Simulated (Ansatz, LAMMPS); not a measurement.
# Glassy 81SiO2-7Na2O-7CaO-4ZnO (mol %) (78 atoms): geometry optimisation, part 2 of 3

How does glassy 81SiO2-7Na2O-7CaO-4ZnO (mol %) (78 atoms) relax, and what do bonds, charges and levels look like afterwards?

Ansatz 0.2.0; Kohn-Sham DFT, r2SCAN, PAW (set soft_2), plane waves.

The cell: 22 Si, 4 Na, 2 Ca, 1 Zn and 49 O. The quench rate of 100 K/ps is orders of magnitude faster than experiment. The network of bonds at the start is that of the classical potential that made the cell. The Brillouin zone is sampled at Γ only, in a cell whose shortest periodic width is 10 Å.

So far. Step 3 (Single point at the start): Neighbours are counted within 2.08 Å (O-Si), 2.71 Å (O-Na), 2.93 Å (O-Ca), 2.20 Å (O-Zn).

## 4. Relaxation

The atoms are relaxed in the fixed cell, aiming at the force tolerance of the input.

Input file input.yaml:

```yaml
crystal:
  lattice:
    - [10.2339, 0.0, 0.0]
    - [0.0, 10.2339, 0.0]
    - [0.0, 0.0, 10.2339]
  atoms:
    [... the 78 atom lines of step 3 ...]
kpoints:
  mp_grid: { grid: [1, 1, 1] }
hamiltonian:
  xc: r2scan
scf:
  occupations: { method: gaussian, width: 0.025 }
output:
  forces: true
relax:
  f_tol: 0.05
  max_steps: 200
```

The run is started by

```
$ ansatz run input.yaml --threads 4 --pin off --max-ram 8192MiB --backend cpu --events-out ev --progress --plain --runs-dir out
```

Numbers of over 12 decimals in the logs are rounded to 6 here.

Log:

```text
[...]
Crystal: 78 atoms, lattice volume = 1071.824 Å³
Basis set: ecut = 500 eV, 27201 PW (Γ), exchange–correlation on 300×300×300 points (64 copies of the dense FFT grid, shifted against one another)
Bands: 303, of which v1, the nominal top of the filled ones, is band 225 counted from 1 (224 counted from 0)
Symmetry: 1 space group operations
[...]
k-points: 1
[...]
SCF iter   1: F=—  HF=-54930.182540 eV  |F-HF|=—  |Δ(HF+E_count)|=         —  Δρ=8.33e-3  dr2=7.10e-1  dr2_τ=6.27e0  ethr=1.77e-3  ⟨swp⟩=7.0  Hψ=1542  notcnv=0  defer=64
[...]
SCF iter   3: F=—  HF=-54932.223844 eV  |F-HF|=—  |Δ(HF+E_count)|=   1.78e-2  Δρ=1.81e-3  dr2=2.39e-2  dr2_τ=1.88e-3  ethr=3.66e-5  ⟨swp⟩=3.0  Hψ=396  notcnv=0  defer=26
automatic band count: iteration 3 solves 260 bands in place of 303: the levels show a gap, and the empty bands left out lie too high to hold charge; the band table lists the bands solved (type scf.n_extra_bands for more)
SCF iter   4: F=—  HF=-54932.216729 eV  |F-HF|=—  |Δ(HF+E_count)|=   7.12e-3  Δρ=6.12e-4  dr2=2.66e-3  dr2_τ=3.00e-4  ethr=5.30e-6  ⟨swp⟩=2.0  Hψ=463  notcnv=0  defer=26
[...]
SCF iter   7: F=-54932.215777 eV  HF=-54932.215773 eV  |F-HF|=4.18e-6  |Δ(HF+E_count)|=   7.70e-6  Δρ=2.21e-5  dr2=5.80e-6  dr2_τ=5.12e-7  ethr=1.39e-8  ⟨swp⟩=4.0  Hψ=867  notcnv=0
SCF 1 converged in 7 iterations: F = -54932.215777 eV  dr2 = 5.80e-6
[...]
relax step   1: F+E_penalty+E_count = -54932.21577690 eV  Δ(F+E_penalty+E_count) = +0.000e0 eV  max|allowed force component| = 4.461e0 eV/Å  Δτ_max = 0.0000 Å  (7 SCF iters, dr2 threshold 6.25e-5 eV, accepted)
[... from here on, the SCF cycles and remarks between the steps are left out ...]
relax step   2: F+E_penalty+E_count = -54935.37185315 eV  Δ(F+E_penalty+E_count) = -3.156e0 eV  max|allowed force component| = 2.922e0 eV/Å  Δτ_max = 0.1958 Å  (7 SCF iters, dr2 threshold 1.00e-4 eV, accepted)
relax step   3: F+E_penalty+E_count = -54937.50202672 eV  Δ(F+E_penalty+E_count) = -2.130e0 eV  max|allowed force component| = 1.115e0 eV/Å  Δτ_max = 0.1581 Å  (7 SCF iters, dr2 threshold 1.00e-4 eV, accepted)
relax step   4: F+E_penalty+E_count = -54937.93919115 eV  Δ(F+E_penalty+E_count) = -4.372e-1 eV  max|allowed force component| = 3.806e-1 eV/Å  Δτ_max = 0.2000 Å  (7 SCF iters, dr2 threshold 1.00e-4 eV, accepted)
relax step   5: F+E_penalty+E_count = -54938.07584217 eV  Δ(F+E_penalty+E_count) = -1.367e-1 eV  max|allowed force component| = 3.014e-1 eV/Å  Δτ_max = 0.0636 Å  (7 SCF iters, dr2 threshold 1.69e-5 eV, accepted)
relax step   6: F+E_penalty+E_count = -54938.13650163 eV  Δ(F+E_penalty+E_count) = -6.066e-2 eV  max|allowed force component| = 3.224e-1 eV/Å  Δτ_max = 0.0481 Å  (7 SCF iters, dr2 threshold 1.06e-5 eV, accepted)
relax step   7: F+E_penalty+E_count = -54938.24886055 eV  Δ(F+E_penalty+E_count) = -1.124e-1 eV  max|allowed force component| = 3.520e-1 eV/Å  Δτ_max = 0.2000 Å  (7 SCF iters, dr2 threshold 6.52e-5 eV, accepted)
relax step   8: F+E_penalty+E_count = -54938.29921808 eV  Δ(F+E_penalty+E_count) = -5.036e-2 eV  max|allowed force component| = 2.134e-1 eV/Å  Δτ_max = 0.2000 Å  (7 SCF iters, dr2 threshold 1.00e-4 eV, accepted)
relax step   9: F+E_penalty+E_count = -54938.33806683 eV  Δ(F+E_penalty+E_count) = -3.885e-2 eV  max|allowed force component| = 1.710e-1 eV/Å  Δτ_max = 0.0889 Å  (7 SCF iters, dr2 threshold 1.67e-5 eV, accepted)
relax step  10: F+E_penalty+E_count = -54938.36609263 eV  Δ(F+E_penalty+E_count) = -2.803e-2 eV  max|allowed force component| = 1.660e-1 eV/Å  Δτ_max = 0.2000 Å  (8 SCF iters, dr2 threshold 1.07e-5 eV, accepted)
relax step  11: F+E_penalty+E_count = -54938.26275350 eV  Δ(F+E_penalty+E_count) = +1.033e-1 eV  max|allowed force component| = 6.229e-1 eV/Å  Δτ_max = 0.2000 Å  (7 SCF iters, dr2 threshold 1.77e-5 eV, rejected (line search))
relax step  12: F+E_penalty+E_count = -54938.39007836 eV  Δ(F+E_penalty+E_count) = -2.399e-2 eV  max|allowed force component| = 9.387e-2 eV/Å  Δτ_max = 0.0692 Å  (10 SCF iters, accepted)
relax step  13: F+E_penalty+E_count = -54938.39343368 eV  Δ(F+E_penalty+E_count) = -3.355e-3 eV  max|allowed force component| = 4.609e-2 eV/Å  Δτ_max = 0.0229 Å  (6 SCF iters, dr2 threshold 2.82e-6 eV, accepted)
relax step  14: F+E_penalty+E_count = -54938.39343434 eV  Δ(F+E_penalty+E_count) = -6.610e-7 eV  max|allowed force component| = 4.616e-2 eV/Å  Δτ_max = 0.0000 Å  (4 SCF iters, accepted)
[...]
SCF iter   2: F=-54938.393434 eV  HF=-54938.393434 eV  |F-HF|=1.51e-9  |Δ(HF+E_count)|=   9.78e-9  Δρ=6.65e-7  dr2=4.65e-9  dr2_τ=3.44e-10  ethr=5.82e-12  ⟨swp⟩=4.0  Hψ=705  notcnv=0
SCF 15 converged in 2 iterations: F = -54938.393434 eV  dr2 = 4.65e-9
SCF converged after 2 iterations
Free energy (F): -54938.393434 eV
[...]
Internal energy: -54938.393434 eV  (E = F + TS)
E sigma→0 (E₀):  -54938.393434 eV
Fermi energy:    5.462526 eV
[...]
--- Forces (eV/Å), atoms counted from 1 ---
  atom   1  Si    -0.00577334    -0.00550427     0.00729843
  atom   2  Si    -0.01101670     0.00252034    -0.00792083
  atom   3  Si     0.01102169     0.01135041    -0.01080112
  atom   4  Si    -0.01269239    -0.02137083     0.01364132
  atom   5  Si     0.00338924    -0.01990922    -0.02537200
  atom   6  Si     0.03647201     0.02922689    -0.03148687
  atom   7  Si    -0.00524701    -0.00109093    -0.00467754
  atom   8  Si     0.01982389    -0.01608601     0.01152295
  atom   9  Si    -0.01695177    -0.00736031    -0.01307291
  atom  10  Si     0.00351672     0.00136866     0.01112073
  atom  11  Si    -0.00451103    -0.03057402     0.00728275
  atom  12  Si    -0.02741549    -0.00972223    -0.00722989
  atom  13  Si    -0.00280793     0.00965132    -0.01573300
  atom  14  Si     0.04190303     0.03345261     0.00751749
[...]
atom  77  O     -0.03369440    -0.01664025     0.02525319
  atom  78  O     -0.01640340     0.01460833     0.00664624
  max |Σ_I F_I| component: 1.58e-4 eV/Å
--- Relaxed structure (14 steps of the walk, 13 accepted, 0 SCFs on fresh bases) ---
  F+E_penalty+E_count = -54938.39343434 eV   max|allowed force component| = 4.616e-2 eV/Å
  atoms:
    - { symbol: Si, position: [0.781222, 0.219481, 0.918699] }
    - { symbol: Si, position: [0.019739, 0.018680, 0.879617] }
    - { symbol: Si, position: [0.211248, 0.221659, 0.800519] }
    - { symbol: Si, position: [0.746861, 0.626883, 0.601611] }
[...]
- { symbol: O, position: [0.815832, 0.406954, 0.286690] }
```

It took 4.4 min on 4 threads of Arm Neoverse V2, shared host; peak memory 2.6 GiB; 17 min of CPU time.

The steps of the relaxation:

```csv
step,energy less that of the first step (eV),largest force component (eV/Å)
1,0.0000,4.4612
2,-3.1561,2.9216
3,-5.2863,1.1150
4,-5.7234,0.3806
5,-5.8601,0.3014
6,-5.9207,0.3224
7,-6.0331,0.3520
8,-6.0834,0.2134
9,-6.1223,0.1710
10,-6.1503,0.1660
11,-6.0470,0.6229
12,-6.1743,0.0939
13,-6.1777,0.0461
14,-6.1777,0.0462
```

Relaxation step 11 was tried and not accepted.

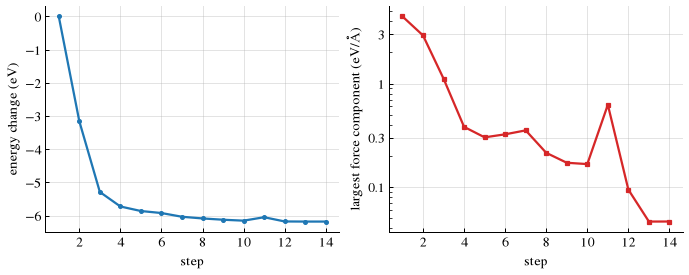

Energy and largest force along the relaxation.

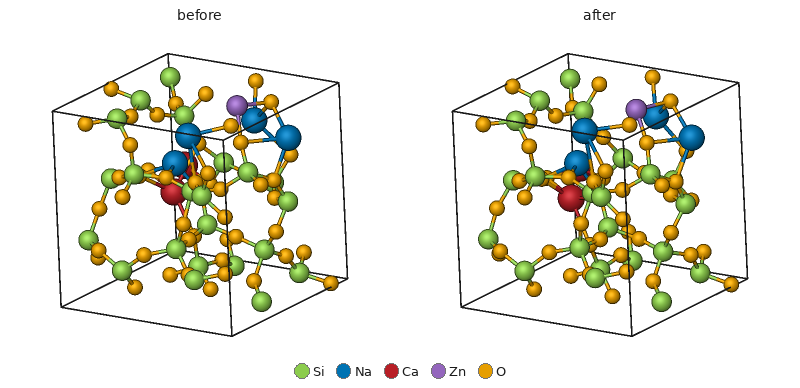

Before and after, at one scale.

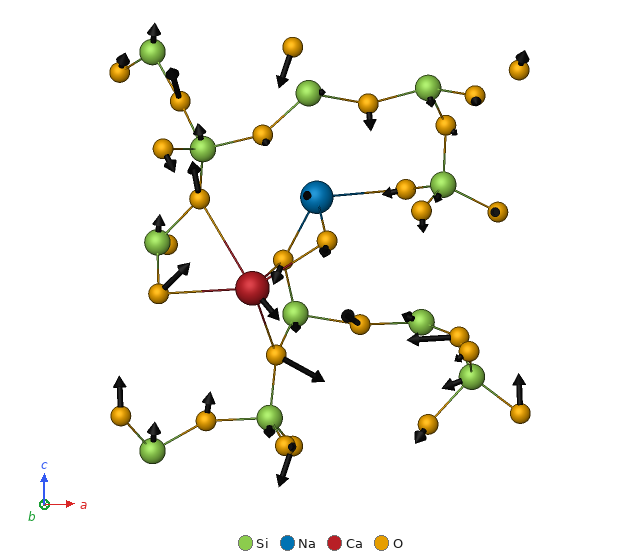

Displacements in the relaxation, exaggerated; the longest in the cell stands for 0.63 Å. Drawn is a slice 5 Å thick, seen along the normal of the ac plane. Bonds to atoms that aren't drawn are left out.

The atoms that moved most (Å):

```csv
atom,dx,dy,dz,length
O31,-0.135,-0.463,0.398,0.625
O59,-0.120,0.603,0.061,0.617
O49,0.518,0.075,-0.292,0.599
O78,-0.550,-0.052,-0.026,0.553
O58,0.309,-0.182,0.333,0.490
O42,-0.391,-0.090,-0.245,0.471
O37,-0.054,0.275,0.360,0.456
O40,-0.139,-0.002,-0.411,0.433
```

The relaxation changed the energy by -79.2 meV/atom, and atoms moved by 0.25 Å r.m.s., 0.62 Å at most.

## 5. Local order after relaxation

Bonds before and after, by the cutoffs listed below:

```csv
pair,bonds before,bonds after,mean before (Å),mean after (Å),spread before (Å),spread after (Å)
O-Si,88,88,1.617,1.627,0.050,0.029
O-Ca,10,10,2.445,2.431,0.126,0.211
O-Zn,3,4,1.971,1.990,0.034,0.118
```

Density 2.54 g/cm³, 13.74 Å³ an atom.

g(r), total and by pair (bins of 0.2 Å):

```csv
r (Å),total,O-O,O-Si,O-Na,O-Ca,O-Zn,Si-Si
1.50,0.85,0.00,2.40,0.00,0.00,0.00,0.00
1.70,3.82,0.00,10.80,0.00,0.00,0.00,0.00
1.90,0.08,0.00,0.00,0.00,0.00,4.95,0.00
2.10,0.12,0.00,0.00,0.46,0.92,3.95,0.00
2.30,0.35,0.00,0.00,3.28,4.17,0.00,0.00
2.50,0.87,1.91,0.00,1.44,0.71,0.00,0.00
2.70,1.99,4.60,0.00,1.48,1.76,0.00,0.23
2.90,0.40,0.56,0.09,0.25,0.00,0.00,1.42
3.10,0.99,0.81,0.29,0.88,0.00,0.00,4.81
3.30,0.77,0.55,0.75,0.63,0.00,1.55,0.84
3.50,0.82,0.63,0.93,0.88,1.10,1.49,0.00
3.70,1.11,0.78,1.73,0.97,0.98,0.62,0.00
3.90,1.08,0.82,1.52,1.00,1.74,0.00,0.58
4.10,1.22,0.62,1.94,1.31,1.31,1.56,0.93
4.30,1.03,0.68,1.50,1.64,0.69,0.00,0.76
4.50,0.98,0.92,0.86,1.17,1.50,2.58,1.12
4.70,1.02,1.22,0.68,0.89,1.37,1.20,1.35
4.90,1.13,1.48,0.66,1.46,0.55,0.74,1.82
```

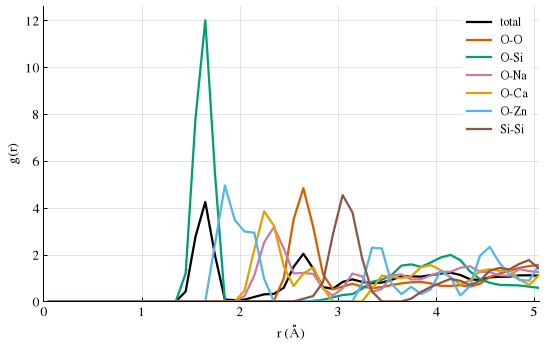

Pair distribution functions, lightly smoothed.

Bonds by pair of elements; cutoffs follow the first minimum of g(r), held within bounds set by covalent radii, and pairs that aren't listed don't count as bonded:

```csv
pair A-B,cutoff (Å),bonds,mean length (Å),spread (Å),shortest (Å),B about A,A about B
O-Si,2.08,88,1.63,0.029,1.54,1.80,4
O-Na,2.71,15,2.38,0.141,2.18,0.306,3.75
O-Ca,2.83,10,2.43,0.211,2.19,0.204,5
O-Zn,2.2,4,1.99,0.118,1.87,0.082,4
```

The cutoff for O-Na falls short of the minimum of g(r), so counts run low and odd coordinations can be artefacts.

How many atoms have how many bonded neighbours:

```csv
element,mean,2,3,4,5
Ca,5,0,0,0,2
Na,3.75,0,2,1,1
O,2.39,31,17,1,0
Si,4,0,0,22,0
Zn,4,0,0,1,0
```

Bond angles, per cent of each kind in bins of 5°:

```csv
angle (°),O-Si-O,Si-O-Si,Na-O-Si,O-Na-O,O-Ca-O
55–60,0.0,0.0,0.0,4.5,10.0
60–65,0.0,0.0,0.0,9.1,0.0
65–70,0.0,0.0,0.0,0.0,0.0
70–75,0.0,0.0,0.0,0.0,10.0
75–80,0.0,0.0,0.0,9.1,5.0
80–85,0.0,0.0,0.0,0.0,5.0
85–90,0.0,0.0,0.0,13.6,5.0
90–95,0.0,0.0,22.7,4.5,10.0
95–100,3.8,0.0,13.6,9.1,0.0
100–105,22.7,0.0,9.1,9.1,0.0
105–110,23.5,0.0,0.0,9.1,15.0
110–115,37.9,0.0,9.1,9.1,5.0
115–120,7.6,2.6,13.6,0.0,5.0
120–125,4.5,0.0,13.6,0.0,0.0
125–130,0.0,12.8,0.0,9.1,5.0
130–135,0.0,15.4,0.0,0.0,0.0
135–140,0.0,25.6,4.5,4.5,10.0
140–145,0.0,10.3,4.5,0.0,5.0
145–150,0.0,5.1,4.5,0.0,5.0
150–155,0.0,7.7,4.5,0.0,5.0
155–160,0.0,10.3,0.0,0.0,0.0
160–165,0.0,5.1,0.0,0.0,0.0
165–170,0.0,2.6,0.0,0.0,0.0
170–175,0.0,0.0,0.0,9.1,0.0
175–180,0.0,2.6,0.0,0.0,0.0
```

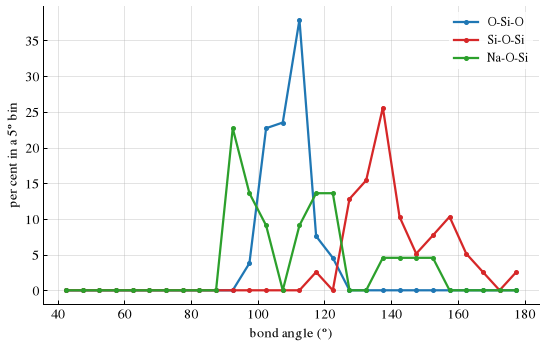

Distributions of the most common bond angles.

Bond angles (no mean is given where the spread exceeds 20°):

```csv
angle,count,mean (°),spread (°)
O-Si-O,132,109,5.3
Si-O-Si,39,142,12.8
Na-O-Si,22,113,17.9
O-Na-O,22,-,-
O-Ca-O,20,-,-
```

Oxygen atoms by the number of network formers (Si, P, Ge, B, Al, As, Ga) bound to them:

```csv
network formers bound to O,O atoms,per cent
0,0,0
1,10,20.4
2,39,79.6
```

Network units: each former by its oxygen neighbours and how many of them bridge to another former:

```csv
former,O neighbours,bridging O,atoms
Si,4,3,10
Si,4,4,12
```

Bond length by coordination (bonds to H left out):

```csv
element,coordination,atoms,mean bond length (Å)
Na,3,2,2.30
Na,4,1,2.46
Na,5,1,2.43
O,2,31,1.65
O,3,17,1.98
O,4,1,2.07
```

Rings of the network by King's shortest-path rule, up to 12 atoms, one path for each pair of neighbours; H, halogens, alkali and alkaline-earth atoms are left out, and the last column divides by all other atoms, bonded or not:

```csv
ring size (atoms),rings,per network atom
6,1,0.014
8,2,0.028
10,7,0.097
12,12,0.167
```

The O-Si-O angle averages 109° with a spread of 5°. Counting bonds to Si alone, not to Zn, 80 % of the oxygens join two of these atoms and 20 % one. The commonest Si unit has 4 oxygens, 4 of them shared with other formers (12 of 22 atoms). Rings of 12 atoms are the most common (55 % of those counted); sizes run from 6 to 12, where the search stops.

(Continued in part 3 of 3.)

[Logs are printed without paths, hosts, clocks, repeated set-up lines and the standing remarks that a program may print on its own settings, such as how far it seeks lower states.]

[Hosts, paths, dates, database ids (printed as entryN), source tags and the programs' standing remarks are cut or masked in the printed files.]
